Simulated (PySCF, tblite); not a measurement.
# norflurane (C2H2F4): dynamics, then NMR shifts and electronic excitations on frames, part 1 of 2

Aim: move norflurane (C2H2F4) (`FCC(F)(F)F`) away from its starting geometry and see how NMR shifts and electronic excitations follow the geometry.

Programs: tblite 0.8.0 and PySCF 2.14.0, with density-fitted response routines of our own. Each step states its level of theory. These are calculated values for one molecule in the gas phase, unless marked as measured. Atoms count from 0, in the outputs and in this text.

## 1. The starting structure

8 atoms, charge 0, multiplicity 1; geometry from: GFN2-xTB.

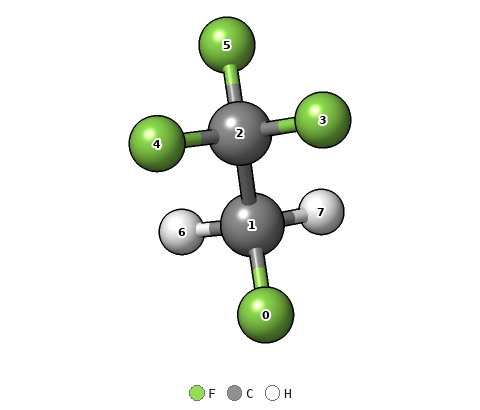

The starting geometry (fluorine green, carbon grey, hydrogen white), atoms numbered.

## 2. A short Langevin run with GFN2-xTB

What the job is given:

```
{"job": {"kind": "md", "xc": "GFN2-xTB", "basis": "xTB", "temperature": 300, "steps": 2000, "every": 50, "frames": 5}, "charge": 0, "multiplicity": 1}
F      1.260688    -1.258495     0.012078
C      0.802673     0.019982     0.010256
C     -0.727633     0.031751    -0.014975
F     -1.264392    -0.567147     1.048058
F     -1.228410    -0.555179    -1.102007
F     -1.165252     1.300797    -0.014807
H      1.180779     0.522644    -0.886089
H      1.150603     0.515060     0.922921
```

With the program's defaults for keys left out, this is: GFN2-xTB Langevin dynamics, gas phase.

Command:

```console
$ OMP_NUM_THREADS=1 python probes_run.py task.json out
```

One launch serves the whole session: the jobs run in the order shown.

Standard output:

```text
t/fs     T/K      E/eV
    0.0   234.1   -659.29132
   25.0   174.9   -659.11404
   50.0   278.1   -659.16276
   75.0   256.2   -659.09462
  100.0   253.6   -659.06747
  125.0   239.9   -659.13742
  150.0   160.1   -659.08807
  175.0   260.9   -659.14925
  200.0   179.9   -659.02484
  225.0   291.1   -659.04487
  250.0   382.0   -659.10030
  275.0   444.8   -659.18442
  300.0   394.9   -659.04665
  325.0   278.7   -658.99951
  350.0   366.2   -659.09651
  375.0   308.0   -658.99452
  400.0   453.2   -659.11597
  425.0   447.3   -659.04993
  450.0   353.7   -658.95380
  475.0   365.1   -659.00449
  500.0   303.5   -659.05095
  525.0   285.2   -658.94561
  550.0   346.8   -659.07449
  575.0   207.3   -658.99477
  600.0   389.9   -659.10205
  625.0   246.9   -659.03139
  650.0   297.2   -659.11894
  675.0   380.7   -659.12242
  700.0   337.3   -658.97520
  725.0   413.0   -659.02684
  750.0   266.1   -658.75453
  775.0   431.4   -658.96840
  800.0   380.0   -658.98458
  825.0   233.5   -658.98163
  850.0   313.2   -659.08165
  875.0   239.6   -658.91276
  900.0   403.5   -659.00795
  925.0   459.4   -659.04938
  950.0   319.0   -659.06801
  975.0   294.6   -659.02857
 1000.0   284.9   -659.00576
```

It took 7.9 s on 1 thread of Arm Neoverse N1, shared host; peak memory 0.18 GiB.

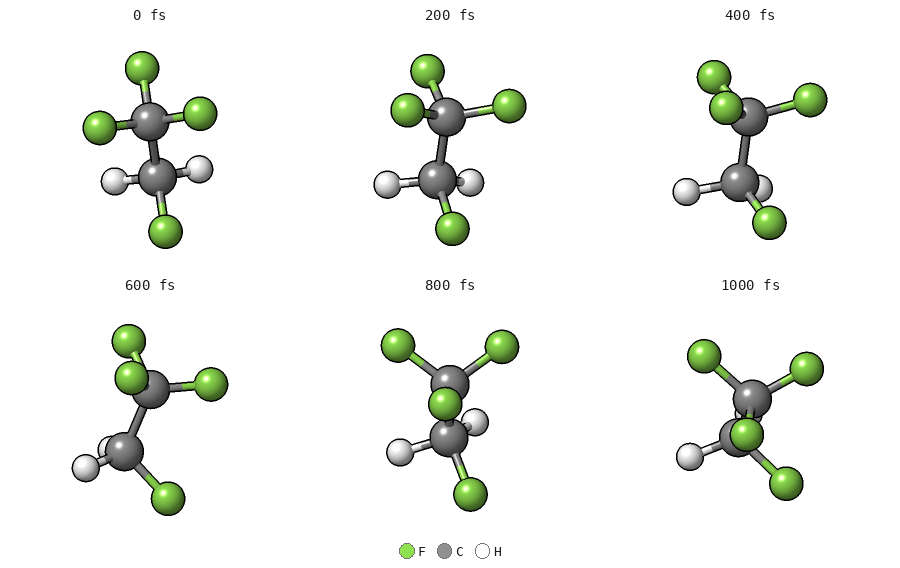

Frames of the run.

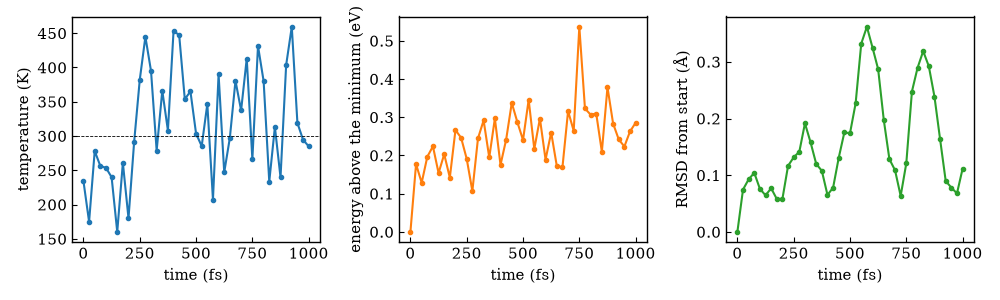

Temperature, potential energy and distance from the start.

Positions (Å) and forces (eV/Å) at 1000 fs:

```xyz
8

F     0.808   -1.036    0.543    0.105    0.618   -1.217
C     0.046   -0.229   -0.331   -0.142   -2.150    1.040
C    -1.380   -0.741    0.041    0.221    1.163   -1.815
F    -1.696   -0.366    1.272   -0.331   -0.564   -0.339
F    -1.510   -2.046   -0.197    0.097    0.275    0.788
F    -2.254   -0.172   -0.855    0.020    0.017    0.782
H     0.244   -0.411   -1.405    0.201   -0.193    0.656
H     0.256    0.771   -0.029   -0.170    0.835    0.106
```

## 3. NMR shieldings: 250 fs, PBE0/pcSseg-1

What the job is given:

```
{"job": {"kind": "nmr", "xc": "PBE0", "basis": "pcSseg-1", "pop": false}, "charge": 0, "multiplicity": 1}
F      0.903300    -1.666700    -0.151100
C      0.745700    -0.342100    -0.243500
C     -0.722000     0.005200     0.120000
F     -0.940400    -0.098600     1.471100
F     -1.613200    -0.863700    -0.496800
F     -1.033400     1.209100    -0.323900
H      0.931600    -0.161400    -1.301100
H      1.495500     0.158800     0.434100
```

Level: GIAO PBE0/pcSseg-1 NMR shielding, non-relativistic, gas phase.

Standard output:

```text
coarse grid: 7760 points
cycle   1  E = -476.0575140428  dE =  8.228e-01  |g| = 9.707e-01  |ddm| = 2.307e+00
cycle   2  E = -475.8476875755  dE =  2.098e-01  |g| = 1.553e+00  |ddm| = 1.159e+00
cycle   3  E = -476.2145774801  dE = -3.669e-01  |g| = 5.161e-02  |ddm| = 7.201e-01
cycle   4  E = -476.2147433239  dE = -1.658e-04  |g| = 4.245e-02  |ddm| = 4.595e-02
cycle   5  E = -476.2150025630  dE = -2.592e-04  |g| = 7.815e-03  |ddm| = 2.297e-02
cycle   6  E = -476.2150105680  dE = -8.005e-06  |g| = 1.982e-03  |ddm| = 4.335e-03
final grid: 79576 points
cycle   7  E = -476.2767724311  dE = -3.856e-05  |g| = 6.887e-03  |ddm| = 1.506e-02
cycle   8  E = -476.2767637299  dE =  8.701e-06  |g| = 1.041e-02  |ddm| = 8.661e-03
cycle   9  E = -476.2767809427  dE = -1.721e-05  |g| = 4.971e-04  |ddm| = 4.800e-03
cycle  10  E = -476.2767809858  dE = -4.310e-08  |g| = 1.923e-04  |ddm| = 4.696e-04
cycle  11  E = -476.2767809916  dE = -5.721e-09  |g| = 7.128e-05  |ddm| = 1.316e-04
cycle  12  E = -476.2767809922  dE = -6.687e-10  |g| = 1.440e-05  |ddm| = 3.830e-05
converged SCF energy = -476.2767809922

GIAO shielding tensors (ppm)
atom      isotropic    diamagn.    paramagn.     s11        s22        s33       span
  0 F      438.563     469.015     -30.452    400.096    424.574    491.019     90.923
  1 C      100.689     242.059    -141.370     79.789     85.543    136.735     56.947
  2 C       47.793     240.211    -192.419     40.827     43.982     58.569     17.742
  3 F      243.437     472.860    -229.423    148.419    233.302    348.590    200.171
  4 F      237.015     472.419    -235.404    131.274    224.802    354.968    223.694
  5 F      263.043     472.178    -209.135    186.956    279.329    322.842    135.886
  6 H       26.511      27.805      -1.293     22.309     26.799     30.427      8.119
  7 H       25.914      26.557      -0.643     22.570     25.844     29.330      6.760
```

It took 8.5 s on 1 thread of Arm Neoverse N1, shared host; peak memory 0.5 GiB.

Shifts follow as δ = σ(reference) − σ, with reference shieldings (ppm) from runs at the same level and on the same kind of geometry: 1H TMS 31.72, 13C TMS 186.9, 19F CFCl3 170.9. The references are single molecules in the gas phase, so shifts against H2O, NH3, PH3, H3PO4 or CFCl3 are not on the usual liquid scales and can be off by tens of ppm. Each atom is listed at this fixed geometry, with no averaging over motion; a spectrum would average atoms that exchange fast.

```csv
atoms,environment,σ (ppm),δ (ppm)
C2,CF3 carbon,47.8,139.1
C1,sp3 CH2 bonded to F,100.7,86.2
H7,hydrogen on an sp3 CH2 bonded to F,25.91,5.80
H6,hydrogen on an sp3 CH2 bonded to F,26.51,5.21
F4,fluorine of a CF3 group,237.0,-66.1
F3,fluorine of a CF3 group,243.4,-72.5
F5,fluorine of a CF3 group,263.0,-92.1
F0,fluorine on an sp3 carbon,438.6,-267.6
```

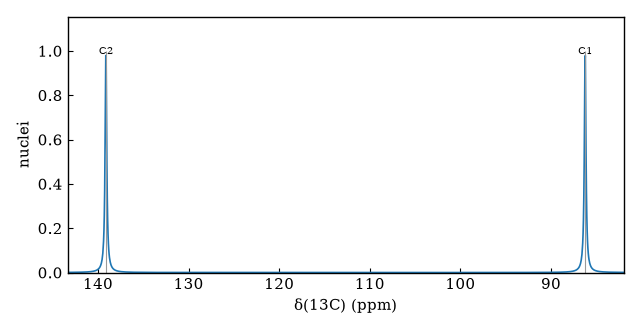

13C lines at the computed shifts, without couplings. Lines are broadened to a width of 0.21 ppm (Lorentzian).

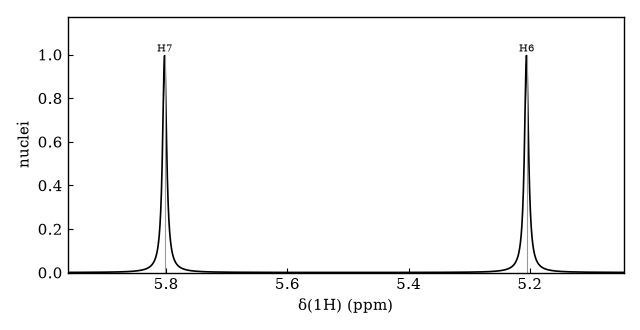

1H lines at the computed shifts, without couplings. Lines are broadened to a width of 0.01 ppm (Lorentzian).

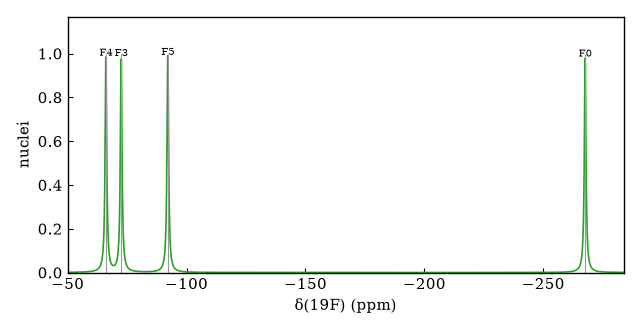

19F lines at the computed shifts, without couplings. Lines are broadened to a width of 0.81 ppm (Lorentzian).

## 4. TDDFT and polarisability: 250 fs, PBE0/def2-SVPD

Same as in step 3 but for these lines:

```diff
@@ -1,2 +1,2 @@
-{"job": {"kind": "nmr", "xc": "PBE0", "basis": "pcSseg-1", "pop": false}, "charge": 0, "multiplicity": 1}
+{"job": {"kind": "uv", "xc": "PBE0", "basis": "def2-SVPD", "nstates": 5, "ntriplets": 0}, "charge": 0, "multiplicity": 1}
 F      0.903300    -1.666700    -0.151100
```

With the program's defaults for keys left out, this is: TDDFT PBE0/def2-SVPD, vertical, gas phase, core orbitals frozen in the response.

Standard output:

```text
coarse grid: 7760 points
cycle   1  E = -475.7761736953  dE =  7.828e-01  |g| = 9.016e-01  |ddm| = 3.127e+00
cycle   2  E = -475.5850472211  dE =  1.911e-01  |g| = 1.436e+00  |ddm| = 1.674e+00
cycle   3  E = -475.9206453119  dE = -3.356e-01  |g| = 5.611e-02  |ddm| = 1.010e+00
cycle   4  E = -475.9209153986  dE = -2.701e-04  |g| = 3.983e-02  |ddm| = 7.035e-02
cycle   5  E = -475.9211667254  dE = -2.513e-04  |g| = 8.955e-03  |ddm| = 3.152e-02
cycle   6  E = -475.9211785942  dE = -1.187e-05  |g| = 1.902e-03  |ddm| = 6.892e-03
cycle   7  E = -475.9211792842  dE = -6.899e-07  |g| = 2.896e-04  |ddm| = 1.964e-03
final grid: 79576 points
cycle   8  E = -475.9844157908  dE = -2.670e-05  |g| = 7.489e-03  |ddm| = 3.699e-02
cycle   9  E = -475.9844055364  dE =  1.025e-05  |g| = 1.099e-02  |ddm| = 1.321e-02
cycle  10  E = -475.9844261171  dE = -2.058e-05  |g| = 5.781e-04  |ddm| = 7.431e-03
cycle  11  E = -475.9844261797  dE = -6.268e-08  |g| = 2.125e-04  |ddm| = 6.960e-04
cycle  12  E = -475.9844261876  dE = -7.833e-09  |g| = 6.615e-05  |ddm| = 1.900e-04
cycle  13  E = -475.9844261882  dE = -6.503e-10  |g| = 1.726e-05  |ddm| = 5.395e-05
converged SCF energy = -475.9844261882

Static polarisability (au): isotropic 30.756, principal 30.038 30.668 31.562

Singlet excitations
state   eV       nm        f      main configurations
  1   9.5316    130.1   0.01120   H->L 0.65, H-1->L 0.20, H->L+1 0.10
  2   9.6312    128.7   0.02147   H-1->L 0.65, H->L 0.20, H-1->L+1 0.10
  3  10.2403    121.1   0.02058   H->L+1 0.80, H->L 0.13
  4  10.3500    119.8   0.02574   H-1->L+1 0.78, H-1->L 0.13
  5  10.9228    113.5   0.03976   H->L+2 0.61, H->L+3 0.32
```

It took 16 s on 1 thread of Arm Neoverse N1, shared host; peak memory 0.6 GiB.

The orbitals next to the gap, with their largest atomic shares:

```csv
orbital,eV,atoms
HOMO−3,-12.46,"F4 67 %, F3 14 %, F5 9 %"
HOMO−2,-12.13,"F4 53 %, F3 28 %, F5 18 %"
HOMO−1,-10.76,"F0 49 %, C1 22 %, H7 13 %"
HOMO,-10.62,"F0 37 %, C1 19 %, C2 12 %"
LUMO,0.47,"C1 34 %, H7 15 %, C2 13 %"
LUMO+1,1.05,"F5 25 %, C2 15 %, C1 12 %"
LUMO+2,1.73,"H7 27 %, F3 15 %, C2 12 %"
```

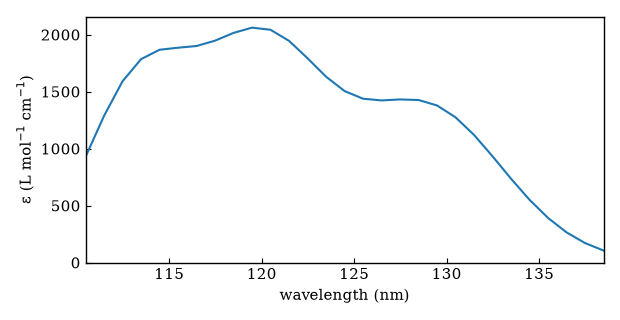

Absorption spectrum: each of the 5 states is a Gaussian band of 0.4 eV half-width at 1/e. Beyond the last state computed it falls off for lack of states.

Ground-state properties from the same run:

```csv
property,computed
dipole moment (D),2.38
polarisability (Å³),4.56
HOMO–LUMO gap (eV),11.10
−ε(HOMO) (eV),10.62
```

## 5. Shielding tensors: 425 fs, PBE0/pcSseg-1

What the job is given:

```
{"job": {"kind": "nmr", "xc": "PBE0", "basis": "pcSseg-1", "pop": false}, "charge": 0, "multiplicity": 1}
F      0.912100    -1.886900    -0.058500
C      0.610700    -0.719200    -0.600400
C     -0.813000    -0.264100    -0.297900
F     -0.899600    -0.130400     1.047600
F     -1.729200    -1.013100    -0.791200
F     -0.974800     0.964900    -0.841200
H      0.825600    -0.698800    -1.703200
H      1.226400    -0.027200    -0.121200
```

Level: GIAO PBE0/pcSseg-1 NMR shielding, non-relativistic, gas phase.

Standard output:

```text
coarse grid: 7760 points
cycle   1  E = -476.0792168065  dE =  1.017e+00  |g| = 9.260e-01  |ddm| = 2.354e+00
cycle   2  E = -475.9326163261  dE =  1.466e-01  |g| = 1.383e+00  |ddm| = 1.038e+00
cycle   3  E = -476.2168522788  dE = -2.842e-01  |g| = 4.616e-02  |ddm| = 6.310e-01
cycle   4  E = -476.2170717906  dE = -2.195e-04  |g| = 2.963e-02  |ddm| = 3.746e-02
cycle   5  E = -476.2172067897  dE = -1.350e-04  |g| = 7.325e-03  |ddm| = 1.747e-02
cycle   6  E = -476.2172136886  dE = -6.899e-06  |g| = 2.006e-03  |ddm| = 4.100e-03
final grid: 79576 points
cycle   7  E = -476.2766071152  dE = -3.662e-05  |g| = 5.981e-03  |ddm| = 1.585e-02
cycle   8  E = -476.2766020793  dE =  5.036e-06  |g| = 8.522e-03  |ddm| = 7.441e-03
cycle   9  E = -476.2766135326  dE = -1.145e-05  |g| = 5.159e-04  |ddm| = 3.964e-03
cycle  10  E = -476.2766135780  dE = -4.539e-08  |g| = 1.521e-04  |ddm| = 4.575e-04
cycle  11  E = -476.2766135816  dE = -3.588e-09  |g| = 5.526e-05  |ddm| = 1.077e-04
cycle  12  E = -476.2766135820  dE = -4.134e-10  |g| = 1.240e-05  |ddm| = 3.217e-05
converged SCF energy = -476.2766135820

GIAO shielding tensors (ppm)
atom      isotropic    diamagn.    paramagn.     s11        s22        s33       span
  0 F      448.852     468.366     -19.514    406.318    437.610    502.629     96.311
  1 C      106.274     243.792    -137.518     82.424     91.224    145.173     62.749
  2 C       57.697     240.745    -183.048     51.253     59.119     62.719     11.467
  3 F      257.769     474.537    -216.768    165.834    252.560    354.913    189.079
  4 F      284.979     468.965    -183.986    220.973    301.617    332.346    111.373
  5 F      262.855     473.983    -211.129    174.464    261.786    352.314    177.850
  6 H       26.571      26.637      -0.066     22.743     27.001     29.969      7.226
  7 H       27.969      30.634      -2.664     24.131     28.544     31.234      7.103
```

Wall time 8.2 s (1 thread of Arm Neoverse N1, shared host); peak memory 0.53 GiB.

In short: δ C2 129.2, C1 80.7, F3 -86.8, F5 -91.9, H6 5.15, H7 3.75 ppm.

## 6. Excited states and response: 425 fs, PBE0/def2-SVPD

Same as in step 5 but for these lines:

```diff
@@ -1,2 +1,2 @@
-{"job": {"kind": "nmr", "xc": "PBE0", "basis": "pcSseg-1", "pop": false}, "charge": 0, "multiplicity": 1}
+{"job": {"kind": "uv", "xc": "PBE0", "basis": "def2-SVPD", "nstates": 5, "ntriplets": 0}, "charge": 0, "multiplicity": 1}
 F      0.912100    -1.886900    -0.058500
```

Level: TDDFT PBE0/def2-SVPD, vertical, gas phase, core orbitals frozen in the response.

Standard output:

```text
coarse grid: 7760 points
cycle   1  E = -475.7966547951  dE =  9.779e-01  |g| = 8.588e-01  |ddm| = 3.272e+00
cycle   2  E = -475.6635992454  dE =  1.331e-01  |g| = 1.274e+00  |ddm| = 1.540e+00
cycle   3  E = -475.9230423229  dE = -2.594e-01  |g| = 5.298e-02  |ddm| = 9.031e-01
cycle   4  E = -475.9233651757  dE = -3.229e-04  |g| = 2.979e-02  |ddm| = 6.393e-02
cycle   5  E = -475.9235073498  dE = -1.422e-04  |g| = 7.644e-03  |ddm| = 2.677e-02
cycle   6  E = -475.9235157989  dE = -8.449e-06  |g| = 1.960e-03  |ddm| = 6.300e-03
final grid: 79576 points
cycle   7  E = -475.9841504256  dE = -2.661e-05  |g| = 6.202e-03  |ddm| = 4.082e-02
cycle   8  E = -475.9841446149  dE =  5.811e-06  |g| = 8.752e-03  |ddm| = 1.140e-02
cycle   9  E = -475.9841576174  dE = -1.300e-05  |g| = 5.580e-04  |ddm| = 6.162e-03
cycle  10  E = -475.9841576768  dE = -5.939e-08  |g| = 1.402e-04  |ddm| = 6.292e-04
cycle  11  E = -475.9841576799  dE = -3.054e-09  |g| = 5.947e-05  |ddm| = 1.405e-04
cycle  12  E = -475.9841576804  dE = -5.251e-10  |g| = 1.277e-05  |ddm| = 4.673e-05
converged SCF energy = -475.9841576804

Static polarisability (au): isotropic 29.644, principal 28.268 29.979 30.683

Singlet excitations
state   eV       nm        f      main configurations
  1   9.6429    128.6   0.01420   H->L 0.85
  2   9.7206    127.5   0.02132   H-1->L 0.83, H-1->L+1 0.10
  3  10.3503    119.8   0.01420   H->L+1 0.86, H->L 0.08
  4  10.5069    118.0   0.02606   H-1->L+1 0.81, H-1->L 0.10
  5  11.0344    112.4   0.01535   H->L+2 0.85
```

Run time: 16 s. Hardware: 1 thread of Arm Neoverse N1, shared host; peak memory 0.61 GiB.

This run: HOMO -10.48 eV, LUMO 0.59 eV; lowest singlet 9.64 eV.

## 7. Nuclear shieldings: 625 fs, PBE0/pcSseg-1

What the job is given:

```
{"job": {"kind": "nmr", "xc": "PBE0", "basis": "pcSseg-1", "pop": false}, "charge": 0, "multiplicity": 1}
F      1.216500    -1.539400    -0.237800
C      0.433200    -0.749200    -1.095600
C     -0.926000    -0.406600    -0.399800
F     -0.838800    -0.406200     0.965200
F     -1.883300    -1.317900    -0.756300
F     -1.388100     0.774900    -0.856000
H      0.213500    -1.315500    -2.057500
H      1.115800     0.059600    -1.345200
```

Level: GIAO PBE0/pcSseg-1 NMR shielding, non-relativistic, gas phase.

Standard output:

```text
coarse grid: 7760 points
cycle   1  E = -476.0475809186  dE =  7.133e-01  |g| = 9.894e-01  |ddm| = 2.286e+00
cycle   2  E = -475.8096096291  dE =  2.380e-01  |g| = 1.621e+00  |ddm| = 1.220e+00
cycle   3  E = -476.2132512738  dE = -4.036e-01  |g| = 5.016e-02  |ddm| = 7.658e-01
cycle   4  E = -476.2134033683  dE = -1.521e-04  |g| = 4.209e-02  |ddm| = 4.430e-02
cycle   5  E = -476.2136856876  dE = -2.823e-04  |g| = 8.451e-03  |ddm| = 2.399e-02
cycle   6  E = -476.2136949886  dE = -9.301e-06  |g| = 2.030e-03  |ddm| = 4.667e-03
final grid: 79576 points
cycle   7  E = -476.2741029900  dE = -3.347e-05  |g| = 7.133e-03  |ddm| = 1.497e-02
cycle   8  E = -476.2740932282  dE =  9.762e-06  |g| = 1.087e-02  |ddm| = 9.466e-03
cycle   9  E = -476.2741124713  dE = -1.924e-05  |g| = 6.428e-04  |ddm| = 5.197e-03
cycle  10  E = -476.2741125423  dE = -7.097e-08  |g| = 1.830e-04  |ddm| = 5.495e-04
cycle  11  E = -476.2741125471  dE = -4.857e-09  |g| = 7.391e-05  |ddm| = 1.293e-04
cycle  12  E = -476.2741125478  dE = -7.287e-10  |g| = 1.712e-05  |ddm| = 4.148e-05
converged SCF energy = -476.2741125478

GIAO shielding tensors (ppm)
atom      isotropic    diamagn.    paramagn.     s11        s22        s33       span
  0 F      416.448     471.113     -54.664    374.143    405.069    470.133     95.990
  1 C       93.324     241.497    -148.173     67.363     75.919    136.688     69.325
  2 C       47.591     238.405    -190.814     40.795     45.154     56.823     16.028
  3 F      243.766     473.988    -230.221    149.741    245.023    336.535    186.794
  4 F      228.065     470.703    -242.638    141.388    198.711    344.097    202.709
  5 F      249.387     472.684    -223.297    167.181    249.069    331.912    164.731
  6 H       25.751      24.819       0.933     22.825     26.023     28.406      5.581
  7 H       26.150      28.037      -1.887     22.331     26.369     29.749      7.418
```

Run time: 8.1 s. Hardware: 1 thread of Arm Neoverse N1, shared host; peak memory 0.52 GiB.

Key values: δ C2 139.3, C1 93.6, F4 -57.1, F3 -72.8, H6 5.97, H7 5.57 ppm.

## 8. Excited states and response: 625 fs, PBE0/def2-SVPD

Same as in step 7 but for these lines:

```diff
@@ -1,2 +1,2 @@
-{"job": {"kind": "nmr", "xc": "PBE0", "basis": "pcSseg-1", "pop": false}, "charge": 0, "multiplicity": 1}
+{"job": {"kind": "uv", "xc": "PBE0", "basis": "def2-SVPD", "nstates": 5, "ntriplets": 0}, "charge": 0, "multiplicity": 1}
 F      1.216500    -1.539400    -0.237800
```

Method: TDDFT PBE0/def2-SVPD, vertical, gas phase, core orbitals frozen in the response.

Standard output:

```text
coarse grid: 7760 points
cycle   1  E = -475.7669452726  dE =  6.733e-01  |g| = 9.203e-01  |ddm| = 3.091e+00
cycle   2  E = -475.5496693728  dE =  2.173e-01  |g| = 1.501e+00  |ddm| = 1.737e+00
cycle   3  E = -475.9194432757  dE = -3.698e-01  |g| = 5.967e-02  |ddm| = 1.056e+00
cycle   4  E = -475.9197399144  dE = -2.966e-04  |g| = 4.353e-02  |ddm| = 7.900e-02
cycle   5  E = -475.9200531852  dE = -3.133e-04  |g| = 9.523e-03  |ddm| = 3.625e-02
cycle   6  E = -475.9200667397  dE = -1.355e-05  |g| = 1.909e-03  |ddm| = 7.319e-03
cycle   7  E = -475.9200674264  dE = -6.867e-07  |g| = 3.563e-04  |ddm| = 1.942e-03
final grid: 79576 points
cycle   8  E = -475.9815934796  dE = -2.570e-05  |g| = 7.154e-03  |ddm| = 3.842e-02
cycle   9  E = -475.9815831174  dE =  1.036e-05  |g| = 1.076e-02  |ddm| = 1.350e-02
cycle  10  E = -475.9816035045  dE = -2.039e-05  |g| = 6.490e-04  |ddm| = 7.471e-03
cycle  11  E = -475.9816035851  dE = -8.061e-08  |g| = 2.171e-04  |ddm| = 7.467e-04
cycle  12  E = -475.9816035927  dE = -7.545e-09  |g| = 7.845e-05  |ddm| = 1.959e-04
cycle  13  E = -475.9816035936  dE = -9.321e-10  |g| = 1.856e-05  |ddm| = 6.465e-05
converged SCF energy = -475.9816035936

Static polarisability (au): isotropic 31.259, principal 29.586 31.587 32.604

Singlet excitations
state   eV       nm        f      main configurations
  1   9.1565    135.4   0.00263   H->L 0.85, H->L+1 0.11
  2   9.4212    131.6   0.00403   H-1->L 0.84, H-1->L+1 0.11
  3  10.0761    123.0   0.04149   H->L+1 0.83, H->L 0.12
  4  10.3002    120.4   0.02344   H-1->L+1 0.84, H-1->L 0.12
  5  10.9994    112.7   0.03576   H->L+3 0.44, H->L+2 0.38
```

Wall time 17 s (1 thread of Arm Neoverse N1, shared host); peak memory 0.6 GiB.

Key values: HOMO -10.70 eV, LUMO 0.32 eV; lowest singlet 9.16 eV.

(Continued in part 2 of 2.)
